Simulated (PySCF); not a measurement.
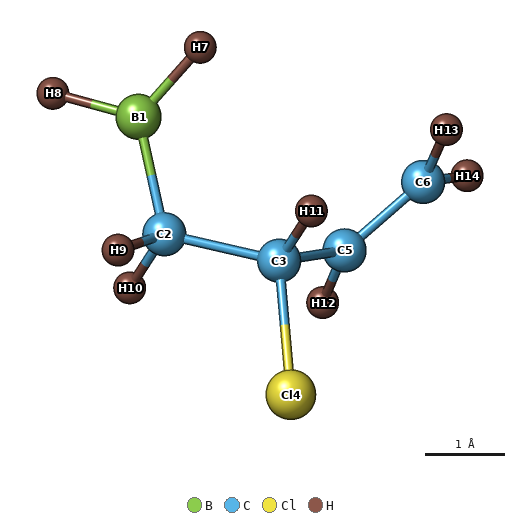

Figure 1. The structure as given in the input (ball-and-stick view, seen at a tilt; atoms are numbered from 1 in the order of the input). Bond lengths as drawn: B–C 1.56 Å, B–H 1.21 Å, C–C 1.33 to 1.52 Å, C–Cl 1.82 Å and C–H 1.09 to 1.11 Å.

## What a change does: NMR shielding calculation on C$_{4}$H$_{8}$BCl

System: C$_{4}$H$_{8}$BCl.
Method of the first run: GIAO PBE0/pcSseg-1 NMR shielding, non-relativistic, gas phase (PySCF 2.14.0).

The geometry comes from this level: PBE0-D3(BJ)/def2-SVP. Text and figures count atoms from 1; the logs count them from 0 in places.

## Input, the first run
```
{"job": {"kind": "nmr", "xc": "PBE0", "basis": "pcSseg-1", "pop": false}, "charge": 0, "multiplicity": 1}
B     -1.987808     0.662711     1.024051
C     -1.169505    -0.151014    -0.023078
C      0.295773    -0.382856     0.296193
Cl     1.001205    -1.583782    -0.870715
C      1.102874     0.871216     0.226015
C      1.735058     1.414002     1.266509
H     -1.585098     0.822294     2.154329
H     -3.082464     1.084409     0.730089
H     -1.705517    -1.125503    -0.047326
H     -1.292159     0.241556    -1.047172
H      0.404501    -0.845990     1.287256
H      1.130574     1.358077    -0.756436
H      1.723580     0.939272     2.252676
H      2.286878     2.352415     1.170527
```

The first line tells a small driver script what to run in PySCF; the rest is the geometry in Å.

Command:
```bash
OMP_NUM_THREADS=1 python <driver script> task.json out
```

Hardware: 1 CPU thread, shared host.

## Output (the first run)
```
coarse grid: 12016 points
cycle   1  E = -641.7465015779  dE =  3.967e-01  |g| = 3.548e-01  |ddm| = 3.176e+00
cycle   2  E = -641.7497091159  dE = -3.208e-03  |g| = 3.642e-01  |ddm| = 6.579e-01
cycle   3  E = -641.7807937667  dE = -3.108e-02  |g| = 5.257e-02  |ddm| = 3.153e-01
cycle   4  E = -641.7812215861  dE = -4.278e-04  |g| = 3.368e-02  |ddm| = 7.308e-02
cycle   5  E = -641.7815000055  dE = -2.784e-04  |g| = 7.890e-03  |ddm| = 3.316e-02
cycle   6  E = -641.7815147255  dE = -1.472e-05  |g| = 1.750e-03  |ddm| = 7.685e-03
cycle   7  E = -641.7815153521  dE = -6.266e-07  |g| = 6.930e-04  |ddm| = 2.100e-03
final grid: 110768 points
cycle   8  E = -641.8155953281  dE = -3.001e-05  |g| = 7.199e-03  |ddm| = 2.405e-02
cycle   9  E = -641.8155894627  dE =  5.865e-06  |g| = 8.502e-03  |ddm| = 1.453e-02
cycle  10  E = -641.8156084625  dE = -1.900e-05  |g| = 1.326e-03  |ddm| = 8.893e-03
cycle  11  E = -641.8156088273  dE = -3.648e-07  |g| = 3.598e-04  |ddm| = 1.453e-03
cycle  12  E = -641.8156088578  dE = -3.048e-08  |g| = 9.810e-05  |ddm| = 3.245e-04
cycle  13  E = -641.8156088601  dE = -2.335e-09  |g| = 2.522e-05  |ddm| = 1.050e-04
cycle  14  E = -641.8156088603  dE = -1.429e-10  |g| = 5.386e-06  |ddm| = 2.212e-05
converged SCF energy = -641.8156088603

GIAO shielding tensors (ppm)
atom      isotropic    diamagn.    paramagn.     s11        s22        s33       span
  0 B       12.973     191.533    -178.560    -60.815    -26.609    126.343    187.157
  1 C      135.863     250.797    -114.934    100.266    148.157    159.166     58.900
  2 C      115.682     245.044    -129.362     93.496    110.815    142.736     49.239
  3 Cl     720.163    1147.580    -427.416    485.782    630.421   1044.288    558.506
  4 C       33.594     256.350    -222.756    -90.406     50.844    140.345    230.751
  5 C       61.996     253.673    -191.677    -45.536     74.811    156.713    202.249
  6 H       23.736      28.762      -5.026     15.898     26.660     28.650     12.752
  7 H       23.661      27.975      -4.314     17.584     26.324     27.075      9.490
  8 H       29.504      29.491       0.013     24.882     28.689     34.941     10.059
  9 H       28.455      30.370      -1.915     24.936     27.514     32.916      7.981
 10 H       26.798      32.059      -5.261     23.092     25.423     31.879      8.787
 11 H       25.400      31.092      -5.692     22.713     24.511     28.978      6.265
 12 H       25.749      30.466      -4.717     22.156     25.068     30.022      7.866
 13 H       26.000      28.195      -2.195     23.522     24.778     29.701      6.180
```

The input of the second run differs as follows (lines with − go, lines with + come):
```diff
-"xc": "PBE0"
+"xc": "B97-2"
```

How does the second run compare with the first run?

The total energies belong to different methods, so their difference says nothing on which is more stable or more accurate. The HOMO goes from −7.87 to −7.61 eV. Of all shieldings, the largest change is that of B1, by +6.5 ppm. The functional changes from PBE0 to B97-2. The number of SCF iterations is the same.

## Output (the second run)
```
coarse grid: 12016 points
cycle   1  E = -642.1155093277  dE =  3.666e-01  |g| = 3.669e-01  |ddm| = 3.185e+00
cycle   2  E = -642.1172889564  dE = -1.780e-03  |g| = 3.839e-01  |ddm| = 7.030e-01
cycle   3  E = -642.1519651675  dE = -3.468e-02  |g| = 5.499e-02  |ddm| = 3.415e-01
cycle   4  E = -642.1524719081  dE = -5.067e-04  |g| = 3.319e-02  |ddm| = 7.517e-02
cycle   5  E = -642.1527422559  dE = -2.703e-04  |g| = 8.670e-03  |ddm| = 3.367e-02
cycle   6  E = -642.1527602428  dE = -1.799e-05  |g| = 1.747e-03  |ddm| = 8.152e-03
cycle   7  E = -642.1527608904  dE = -6.476e-07  |g| = 7.525e-04  |ddm| = 2.320e-03
final grid: 110768 points
cycle   8  E = -642.1717154615  dE = -4.658e-05  |g| = 4.811e-03  |ddm| = 2.669e-02
cycle   9  E = -642.1717161952  dE = -7.337e-07  |g| = 3.429e-03  |ddm| = 7.338e-03
cycle  10  E = -642.1717181837  dE = -1.989e-06  |g| = 7.672e-04  |ddm| = 3.945e-03
cycle  11  E = -642.1717183165  dE = -1.328e-07  |g| = 2.627e-04  |ddm| = 9.096e-04
cycle  12  E = -642.1717183335  dE = -1.704e-08  |g| = 7.572e-05  |ddm| = 2.990e-04
cycle  13  E = -642.1717183350  dE = -1.436e-09  |g| = 2.054e-05  |ddm| = 7.265e-05
cycle  14  E = -642.1717183351  dE = -1.040e-10  |g| = 5.431e-06  |ddm| = 1.958e-05
converged SCF energy = -642.1717183351

GIAO shielding tensors (ppm)
atom      isotropic    diamagn.    paramagn.     s11        s22        s33       span
  0 B       19.469     191.588    -172.119    -50.674    -16.703    125.783    176.458
  1 C      137.224     250.575    -113.351    103.753    147.698    160.221     56.469
  2 C      115.357     245.199    -129.842     92.997    110.611    142.462     49.465
  3 Cl     720.793    1148.179    -427.386    487.625    627.708   1047.047    559.423
  4 C       36.502     256.319    -219.816    -84.319     53.738    140.089    224.408
  5 C       64.392     253.585    -189.192    -40.175     77.358    155.993    196.168
  6 H       24.102      29.021      -4.919     16.618     26.858     28.831     12.213
  7 H       24.033      28.164      -4.131     18.280     26.540     27.278      8.998
  8 H       29.621      29.575       0.046     25.101     28.778     34.983      9.882
  9 H       28.635      30.525      -1.890     25.161     27.693     33.050      7.889
 10 H       26.925      32.197      -5.271     23.273     25.566     31.937      8.663
 11 H       25.561      31.312      -5.751     22.931     24.686     29.066      6.136
 12 H       25.927      30.648      -4.721     22.407     25.234     30.141      7.735
 13 H       26.172      28.308      -2.136     23.728     24.945     29.843      6.115
```

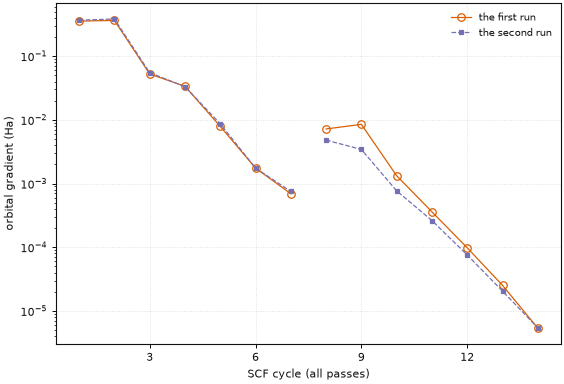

Figure 2. Convergence of the two runs: orbital gradient against the SCF cycle. A break in a curve parts two SCF passes (coarse and final grid). The first run takes 14 cycles in all, and the second run takes 14.

## The two runs side by side

| quantity | the first run | the second run |
| --- | --- | --- |
| outcome | converged | converged |
| total energy (hartree) | −641.815609 | −642.171718 |
| HOMO (eV) | −7.87 | −7.61 |
| LUMO (eV) | −1.59 | −1.55 |
| dipole moment (D) | 1.75 | 1.76 |
| shielding of B1 (ppm) | 13.0 | 19.5 |
| shielding of C2 (ppm) | 135.9 | 137.2 |
| shielding of Cl4 (ppm) | 720.2 | 720.8 |
| shielding of C5 (ppm) | 33.6 | 36.5 |
| shielding of C6 (ppm) | 62.0 | 64.4 |
| shielding of H7 (ppm) | 23.7 | 24.1 |
| shielding of H8 (ppm) | 23.7 | 24.0 |
| SCF iterations | 14 | 14 |
| basis functions | 149 | 149 |
| wall time (shared host) | 13 s | 13 s |
